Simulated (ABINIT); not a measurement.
**MgO (Fm-3m): G0W0 on several meshes in ABINIT**

Aim: the GW shift of MgO (Fm-3m) against the k mesh.

Main program and level: ABINIT 10.8.3; PBE and many-body steps on it, plane waves.

### Step 1. The starting structure

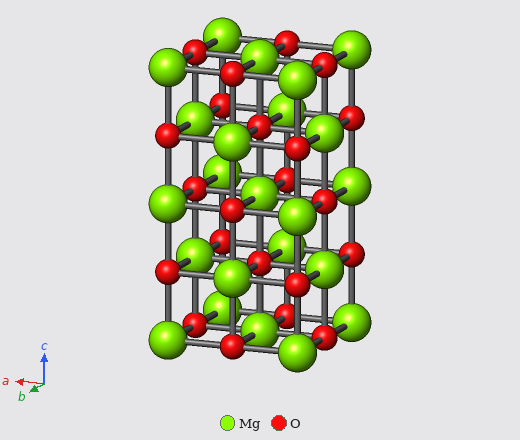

The cell as given, from a free direction (magnesium green, oxygen red). 1×1×2 cells are drawn. This picture shows the conventional cell, with its axes. Some periodic images of atoms are drawn too.

The cell and positions are those that the Materials Project relaxed with its own functionals (PBE, PBE+U or r2SCAN), kept fixed.

### Step 2. Empty states on the mesh, 6×6×6 mesh, 484 bands

This step: ABINIT 10.8.3; DFT, PBE, plane waves, norm-conserving pseudopotentials.

The sums over transitions need many empty states on a uniform mesh; this step solves for them.

Contents of run.abi:

```
acell 3*1.0 Angstrom
rprim 
  -0.000000000000 2.097001392700 2.097001392700
  2.097001392700 -0.000000000000 2.097001392700
  2.097001392700 2.097001392700 -0.000000000000
ntypat 2
znucl 12 8
natom 2
typat 1 2
xred 
  0.000000000000 0.000000000000 0.000000000000
  0.500000000000 0.500000000000 0.500000000000
pp_dirpath "pseudos"
pseudos "Mg.upf, O.upf"
ecut 38
ngkpt 6 6 6
nshiftk 1
shiftk 0 0 0
kptopt 1
chksymbreak 0
irdden 1
istwfk *1
nband 484
prtvol 0
optdriver 6
gwr_task "HDIAGO"
paral_kgb 0
occopt 1
indata_prefix "in"
outdata_prefix "out"
tmpdata_prefix "tmp"
```

Launch:

```sh
$ OMP_NUM_THREADS=1 mpirun -n 4 abinit run.abi > log
```

What it wrote:

```text
.Version 10.8.3 of ABINIT. v10.8.2 released Aug 2026.

 Symmetries : space group Fm -3 m (#225); Bravais cF (face-center cubic)
[... echo of the input left out ...]
== DATASET  1 ==================================================================
-   mpi_nproc: 4, omp_nthreads: 1 (-1 if OMP is not activated)

--- !DatasetInfo
iteration_state: {dtset: 1, }
dimensions: {natom: 2, nkpt: 16, mband: 484, nsppol: 1, nspinor: 1, nspden: 1, mpw: 1411, }
cutoff_energies: {ecut:  38.0, pawecutdg:  -1.0, }
[...]
Direct band gap semiconductor
 Fundamental gap:     4.895 (eV)
   VBM:     4.841 (eV) at k: [ 0.0000E+00,  0.0000E+00,  0.0000E+00]
   CBM:     9.736 (eV) at k: [ 0.0000E+00,  0.0000E+00,  0.0000E+00]
 Direct gap:         4.895 (eV) at k: [ 0.0000E+00,  0.0000E+00,  0.0000E+00]

== END DATASET(S) ==============================================================
================================================================================

 -outvars: echo values of variables after computation  --------
           etotal      0.0000000000E+00
            nband         484
             nkpt          16
          spgroup         225
 [... the other variables as echoed above ...]

 Calculation completed.
```

Run time: 13 s. Hardware: 4 MPI ranks of Arm Neoverse V2, shared host; peak memory 0.69 GiB; 52 s of CPU time.

This step gave:

```yaml
gap: 4.895 eV
k_of_the_valence_top: 0, 0, 0
k_of_the_conduction_bottom: 0, 0, 0
least_direct_gap: 4.895 eV
k_points_computed: 16
lowest_point_of_the_top_converged_band_above_the_valence_top: 481.5744 eV
```

On this mesh the gap is 4.895 eV.

The density comes from a self-consistent run that is not shown.

### Step 3. Screening, 6×6×6 mesh, 100 bands, screening to 203.5 eV

The RPA dielectric matrix is built and inverted for each q.

This step: RPA screening on PBE, plane waves, norm-conserving pseudopotentials.

Edit run.abi of step 2 so:

```diff
@@ -20,10 +20,11 @@
 chksymbreak 0
-irdden 1
 istwfk *1
-nband 484
-prtvol 0
-optdriver 6
-gwr_task "HDIAGO"
-paral_kgb 0
 occopt 1
+irdwfk 1
+optdriver 3
+nband 100
+ecuteps 7.48
+inclvkb 2
+awtr 1
+symchi 1
 indata_prefix "in"
```

What it wrote:

```text
.Version 10.8.3 of ABINIT. v10.8.2 released Aug 2026.

 Symmetries : space group Fm -3 m (#225); Bravais cF (face-center cubic)
[... echo of the input left out ...]
== DATASET  1 ==================================================================
-   mpi_nproc: 4, omp_nthreads: 1 (-1 if OMP is not activated)

--- !DatasetInfo
iteration_state: {dtset: 1, }
dimensions: {natom: 2, nkpt: 16, mband: 100, nsppol: 1, nspinor: 1, nspden: 1, mpw: 1411, }
cutoff_energies: {ecut:  38.0, pawecutdg:  -1.0, }
electrons: {nelect:   1.60000000E+01, charge:   0.00000000E+00, occopt:   1.00000000E+00, tsmear:   1.00000000E-02, }

 SCREENING: Calculation of the susceptibility and dielectric matrices

 Based on a program developped by R.W. Godby, V. Olevano, G. Onida, and L. Reining.
 Incorporated in ABINIT by V. Olevano, G.-M. Rignanese, and M. Torrent.
.Using double precision arithmetic ; gwpc =  8

[... cell and pseudopotentials left out ...]
--------------------------------------------------------------------------------

 ==== K-mesh for the wavefunctions ====
 Number of points in the irreducible wedge :    16
[... list of points left out ...]
 Together with 48 symmetry operations and time-reversal symmetry
 yields   216 points in the full Brillouin Zone.

 ==== Q-mesh for the screening function ====
 Number of points in the irreducible wedge :    16
[... list of points left out ...]
 Together with 48 symmetry operations and time-reversal symmetry
 yields   216 points in the full Brillouin Zone.

 setmesh: FFT mesh size selected  =    24x   24x   24
          total number of points  =        13824

 vcoul_init : cutoff-mode = AUXILIARY_FUNCTION
 q-points for optical limit:   1
     1)      0.000010    0.000020    0.000030

- screening: taking advantage of time-reversal symmetry
- Maximum band index for partially occupied states nbvw = 8
- Remaining bands to be divided among processors   nbcw = 92
- Number of bands treated by each node ~23

 Number of electrons calculated from density =   16.0000; Expected =   16.0000
 average of density, n =  0.128557
 r_s =    1.2291
 omega_plasma =   34.5863 [eV]

 calculating chi0 at frequencies [eV] :
  1    0.000000E+00    0.000000E+00
  2    0.000000E+00    3.458631E+01

--------------------------------------------------------------------------------
  q-point number  1        q = ( 0.000000, 0.000000, 0.000000) [r.l.u.]
--------------------------------------------------------------------------------
[... chi0 elements left out ...]
 For q-point:  0.000010 0.000020 0.000030
  dielectric constant =   3.0214
  dielectric constant without local fields =   3.2361

  Average fulfillment of the sum rule on Im[epsilon] for q-point    1 :     74.18  [%]
[... wings left out ...]
  q-point number  2        q = ( 0.166667, 0.000000, 0.000000) [r.l.u.]
--------------------------------------------------------------------------------
[... chi0 elements left out ...]
  Average fulfillment of the sum rule on Im[epsilon] for q-point    2 :     87.69  [%]

 [... 14 further q-points ...]
```

Run time: 55 s. Hardware: 4 MPI ranks; peak memory 0.8 GiB; 3.7 min of CPU time.

This step gave:

```yaml
eps_infinity_with_local_fields_on_this_mesh_along_the_program_s_q_direction: 3.021
the_same_without_local_fields: 3.236
plasma_frequency: 34.59 eV
plane_waves_in_the_screening_matrix: 113
```

Local fields lower ε∞ by 7 %.

### Step 4. 6×6×6

The self-energy is evaluated for the states that the input lists, and the levels follow from it, in one-shot runs by the linearised quasiparticle equation.

This step: G0W0 on PBE, plane waves, norm-conserving pseudopotentials.

Edit run.abi of step 3 so:

```diff
@@ -23,8 +23,19 @@
 irdwfk 1
-optdriver 3
+optdriver 4
 nband 100
+gwcalctyp 0
+ecutsigx 38
+symsigma 1
+nkptgw 3
+kptgw 
+  0.0000000000 0.0000000000 0.0000000000
+  0.5000000000 0.0000000000 0.0000000000
+  0.5000000000 0.5000000000 0.0000000000
+bdgw 
+  6 12
+  7 10
+  7 10
 ecuteps 7.48
-inclvkb 2
-awtr 1
-symchi 1
+irdscr 1
+ppmodel 1
 indata_prefix "in"
```

What it wrote:

```text
.Version 10.8.3 of ABINIT. v10.8.2 released Aug 2026.

 Symmetries : space group Fm -3 m (#225); Bravais cF (face-center cubic)
[... echo of the input left out ...]
== DATASET  1 ==================================================================
-   mpi_nproc: 4, omp_nthreads: 1 (-1 if OMP is not activated)

--- !DatasetInfo
iteration_state: {dtset: 1, }
dimensions: {natom: 2, nkpt: 16, mband: 100, nsppol: 1, nspinor: 1, nspden: 1, mpw: 1411, }
cutoff_energies: {ecut:  38.0, pawecutdg:  -1.0, }
electrons: {nelect:   1.60000000E+01, charge:   0.00000000E+00, occopt:   1.00000000E+00, tsmear:   1.00000000E-02, }

 SIGMA: Calculation of the GW corrections

 Based on a program developped by R.W. Godby, V. Olevano, G. Onida, and L. Reining.
 Incorporated in ABINIT by V. Olevano, G.-M. Rignanese, and M. Torrent.
.Using double precision arithmetic ; gwpc =  8

[... cell and pseudopotentials left out ...]
--------------------------------------------------------------------------------

 ==== K-mesh for the wavefunctions ====
 Number of points in the irreducible wedge :    16
[... list of points left out ...]
 Together with 48 symmetry operations and time-reversal symmetry
 yields   216 points in the full Brillouin Zone.

 ==== Q-mesh for screening function ====
 Number of points in the irreducible wedge :    16
[... list of points left out ...]
 Together with 48 symmetry operations and time-reversal symmetry
 yields   216 points in the full Brillouin Zone.

 vcoul_init : cutoff-mode = AUXILIARY_FUNCTION
 q-points for optical limit:   1
     1)      0.000010    0.000020    0.000030
 setmesh: FFT mesh size selected  =    32x   32x   32
          total number of points  =        32768

 Number of electrons calculated from density =   16.0000; Expected =   16.0000
 average of density, n =  0.128557
 r_s =    1.2291
 omega_plasma =   34.5863 [eV]

 === KS Band Gaps ===
  >>>> For spin  1
   Minimum direct gap =   4.8948 [eV], located at k-point      :   0.0000  0.0000  0.0000
   Fundamental gap    =   4.8948 [eV], Top of valence bands at :   0.0000  0.0000  0.0000
                                       Bottom of conduction at :   0.0000  0.0000  0.0000
 SIGMA fundamental parameters:
 PLASMON POLE MODEL  1
 number of plane-waves for SigmaX                 1411
 number of plane-waves for SigmaC and W            113
 number of plane-waves for wavefunctions          1411
 number of bands                                   100
 number of independent spin polarizations            1
 number of spinorial components                      1
 number of k-points in IBZ                          16
 number of q-points in IBZ                          16
 number of symmetry operations                      48
 number of k-points in BZ                          216
 number of q-points in BZ                          216
 number of frequencies for dSigma/dE                 9
 frequency step for dSigma/dE [eV]                0.25
 number of omega for Sigma on real axis              0
 max omega for Sigma on real axis  [eV]           0.00
 zcut for avoiding poles [eV]                     0.10

 EPSILON^-1 parameters (SCR file):
 dimension of the eps^-1 matrix on file            113
 dimension of the eps^-1 matrix used               113
 number of plane-waves for wavefunctions          1411
 number of bands                                   100
 number of q-points in IBZ                          16
 number of frequencies                               2
 number of real frequencies                          1
 number of imag frequencies                          1

 matrix elements of self-energy operator (all in [eV])

 Perturbative Calculation

--- !SelfEnergy_ee
iteration_state: {dtset: 1, }
kpoint     : [   0.000,    0.000,    0.000, ]
spin       : 1
KS_gap     :    4.895
QP_gap     :    7.183
Delta_QP_KS:    2.288
data: !SigmaeeData |
     Band     E0 <VxcDFT>   SigX SigC(E0)      Z dSigC/dE  Sig(E)    E-E0       E
        6   4.841 -20.153 -25.631   3.786   0.809  -0.236 -21.522  -1.369   3.472
        7   4.841 -20.153 -25.631   3.786   0.809  -0.236 -21.522  -1.369   3.472
        8   4.841 -20.153 -25.631   3.786   0.809  -0.236 -21.522  -1.369   3.472
        9   9.736 -13.562  -8.944  -3.543   0.856  -0.168 -12.642   0.920  10.656
       10  20.877  -9.643  -3.728  -4.649   0.860  -0.163  -8.555   1.088  21.965
       11  20.877  -9.643  -3.728  -4.649   0.860  -0.163  -8.555   1.088  21.965
[...]
--- !SelfEnergy_ee
iteration_state: {dtset: 1, }
kpoint     : [   0.500,    0.000,    0.000, ]
spin       : 1
KS_gap     :    8.670
QP_gap     :   11.237
Delta_QP_KS:    2.567
data: !SigmaeeData |
     Band     E0 <VxcDFT>   SigX SigC(E0)      Z dSigC/dE  Sig(E)    E-E0       E
[...]
--- !SelfEnergy_ee
iteration_state: {dtset: 1, }
kpoint     : [   0.500,    0.500,    0.000, ]
spin       : 1
KS_gap     :   10.595
QP_gap     :   13.020
Delta_QP_KS:    2.425
data: !SigmaeeData |
     Band     E0 <VxcDFT>   SigX SigC(E0)      Z dSigC/dE  Sig(E)    E-E0       E
[...]
8   3.490 -18.810 -24.747   3.924   0.808  -0.238 -20.436  -1.626   1.864
        9  14.086  -8.929  -3.915  -4.100   0.873  -0.145  -8.131   0.799  14.884
       10  14.995 -12.074  -6.425  -4.342   0.868  -0.152 -10.940   1.134  16.129

== END DATASET(S) ==============================================================
================================================================================

 -outvars: echo values of variables after computation  --------
           etotal      0.0000000000E+00
            nband         100
             nkpt          16
          spgroup         225
 [... the other variables as echoed above ...]

 Calculation completed.
```

Wall time 7.7 s (4 MPI ranks); peak memory 0.78 GiB.

This step gave:

| Property | Result |
| --- | --- |
| G0W0 gap on the points computed | 7.184 eV |
| starting gap on the mesh | 4.895 eV |
| k of the valence top | 0, 0, 0 |
| k of the conduction bottom | 0, 0, 0 |
| Z at the valence top | 0.809 |
| Z at the conduction bottom | 0.856 |
| least direct G0W0 gap on the computed points | 7.184 eV |

The gap on the mesh goes from 4.89 eV to 7.18 eV, a correction of +2.29 eV.

### Step 5. Empty states on the mesh, 8×8×8 mesh, 108 bands

This step: DFT, PBE, plane waves, norm-conserving pseudopotentials.

Contents of run.abi:

```
acell 3*1.0 Angstrom
rprim 
  -0.000000000000 2.097001392700 2.097001392700
  2.097001392700 -0.000000000000 2.097001392700
  2.097001392700 2.097001392700 -0.000000000000
ntypat 2
znucl 12 8
natom 2
typat 1 2
xred 
  0.000000000000 0.000000000000 0.000000000000
  0.500000000000 0.500000000000 0.500000000000
pp_dirpath "pseudos"
pseudos "Mg.upf, O.upf"
ecut 38
ngkpt 8 8 8
nshiftk 1
shiftk 0 0 0
kptopt 1
chksymbreak 0
irdden 1
istwfk *1
nband 108
prtvol 0
optdriver 6
gwr_task "HDIAGO"
paral_kgb 0
occopt 1
indata_prefix "in"
outdata_prefix "out"
tmpdata_prefix "tmp"
```

What it wrote:

```text
[banner, memory and clock lines left out]
.Version 10.8.3 of ABINIT. v10.8.2 released Aug 2026.

 Symmetries : space group Fm -3 m (#225); Bravais cF (face-center cubic)
[... echo of the input left out ...]
== DATASET  1 ==================================================================
-   mpi_nproc: 4, omp_nthreads: 1 (-1 if OMP is not activated)

--- !DatasetInfo
iteration_state: {dtset: 1, }
dimensions: {natom: 2, nkpt: 29, mband: 108, nsppol: 1, nspinor: 1, nspden: 1, mpw: 1411, }
cutoff_energies: {ecut:  38.0, pawecutdg:  -1.0, }
[...]
Integrated=    1.6000E+01

 === KS gaps after direct diagonalization ===
 Direct band gap semiconductor
 Fundamental gap:     4.895 (eV)
   VBM:     4.841 (eV) at k: [ 0.0000E+00,  0.0000E+00,  0.0000E+00]
   CBM:     9.736 (eV) at k: [ 0.0000E+00,  0.0000E+00,  0.0000E+00]
 Direct gap:         4.895 (eV) at k: [ 0.0000E+00,  0.0000E+00,  0.0000E+00]

== END DATASET(S) ==============================================================

 -outvars: echo values of variables after computation  --------
           etotal      0.0000000000E+00
            nband         108
             nkpt          29
          spgroup         225
 [... the other variables as echoed above ...]

 Calculation completed.
```

Wall time 21 s (4 MPI ranks); peak memory 0.69 GiB.

Numbers from this step:

```
gap                                                           : 4.895 eV
k of the valence top                                          : 0, 0, 0
k of the conduction bottom                                    : 0, 0, 0
least direct gap                                              : 4.895 eV
k points computed                                             : 29
lowest point of the top converged band, above the valence top : 152.9905 eV
```

On this mesh the gap is 4.895 eV.

### Step 6. Screening, 8×8×8 mesh, 100 bands, screening to 203.5 eV

This step: RPA screening on PBE, plane waves, norm-conserving pseudopotentials.

Edit run.abi of step 5 so:

```diff
@@ -20,10 +20,11 @@
 chksymbreak 0
-irdden 1
 istwfk *1
-nband 108
-prtvol 0
-optdriver 6
-gwr_task "HDIAGO"
-paral_kgb 0
 occopt 1
+irdwfk 1
+optdriver 3
+nband 100
+ecuteps 7.48
+inclvkb 2
+awtr 1
+symchi 1
 indata_prefix "in"
```

What it wrote:

```text
.Version 10.8.3 of ABINIT. v10.8.2 released Aug 2026.

 Symmetries : space group Fm -3 m (#225); Bravais cF (face-center cubic)
[... echo of the input left out ...]
== DATASET  1 ==================================================================
-   mpi_nproc: 4, omp_nthreads: 1 (-1 if OMP is not activated)

--- !DatasetInfo
iteration_state: {dtset: 1, }
dimensions: {natom: 2, nkpt: 29, mband: 100, nsppol: 1, nspinor: 1, nspden: 1, mpw: 1411, }
cutoff_energies: {ecut:  38.0, pawecutdg:  -1.0, }
electrons: {nelect:   1.60000000E+01, charge:   0.00000000E+00, occopt:   1.00000000E+00, tsmear:   1.00000000E-02, }

 SCREENING: Calculation of the susceptibility and dielectric matrices

 Based on a program developped by R.W. Godby, V. Olevano, G. Onida, and L. Reining.
 Incorporated in ABINIT by V. Olevano, G.-M. Rignanese, and M. Torrent.
.Using double precision arithmetic ; gwpc =  8

[... cell and pseudopotentials left out ...]
--------------------------------------------------------------------------------

 ==== K-mesh for the wavefunctions ====
 Number of points in the irreducible wedge :    29
[... list of points left out ...]
 Together with 48 symmetry operations and time-reversal symmetry
 yields   512 points in the full Brillouin Zone.

 ==== Q-mesh for the screening function ====
 Number of points in the irreducible wedge :    29
[... list of points left out ...]
 Together with 48 symmetry operations and time-reversal symmetry
 yields   512 points in the full Brillouin Zone.

 setmesh: FFT mesh size selected  =    24x   24x   24
          total number of points  =        13824

 vcoul_init : cutoff-mode = AUXILIARY_FUNCTION
 q-points for optical limit:   1
     1)      0.000010    0.000020    0.000030

- screening: taking advantage of time-reversal symmetry
- Maximum band index for partially occupied states nbvw = 8
- Remaining bands to be divided among processors   nbcw = 92
- Number of bands treated by each node ~23

 Number of electrons calculated from density =   16.0000; Expected =   16.0000
 average of density, n =  0.128557
 r_s =    1.2291
 omega_plasma =   34.5863 [eV]

 calculating chi0 at frequencies [eV] :
  1    0.000000E+00    0.000000E+00
  2    0.000000E+00    3.458631E+01

--------------------------------------------------------------------------------
  q-point number  1        q = ( 0.000000, 0.000000, 0.000000) [r.l.u.]
--------------------------------------------------------------------------------
[... chi0 elements left out ...]
 For q-point:  0.000010 0.000020 0.000030
  dielectric constant =   3.0086
  dielectric constant without local fields =   3.2230

  Average fulfillment of the sum rule on Im[epsilon] for q-point    1 :     74.14  [%]
[... wings left out ...]
  q-point number  2        q = ( 0.125000, 0.000000, 0.000000) [r.l.u.]
--------------------------------------------------------------------------------
[... chi0 elements left out ...]
  Average fulfillment of the sum rule on Im[epsilon] for q-point    2 :     88.76  [%]

 [... 27 further q-points ...]
```

It took 4.6 min on 4 MPI ranks; peak memory 1.3 GiB.

Numbers from this step:

```
ε∞ with local fields, on this mesh, along the program's q direction : 3.009
the same without local fields                                       : 3.223
plasma frequency                                                    : 34.59 eV
plane waves in the screening matrix                                 : 113
```

(Part 1 of 2 ends here.)

[Paths, hosts, dates, memory and timing lines, banners, echoed tables and standing remarks are left out of the program output.]

[Logs are printed without paths, hosts, clocks, repeated set-up lines and the standing remarks that a program may print on its own settings, such as how far it seeks lower states.]

[Runs of the session that timed out or met a known fault of the program may be left out.]

[Hosts, paths, dates, database ids (printed as entryN), source tags and the programs' standing remarks are cut or masked in the printed files.]

[G0W0 gaps are taken among the corrected bands and points alone; a level outside them can change the order at an edge.]

[Where Ansatz stands beside ABINIT at settings called matched, ABINIT's density can come from a denser mesh and the files from another edition; pairs whose starting gaps differed by over 0.03 eV were left out, so agreement reads better than it is.]
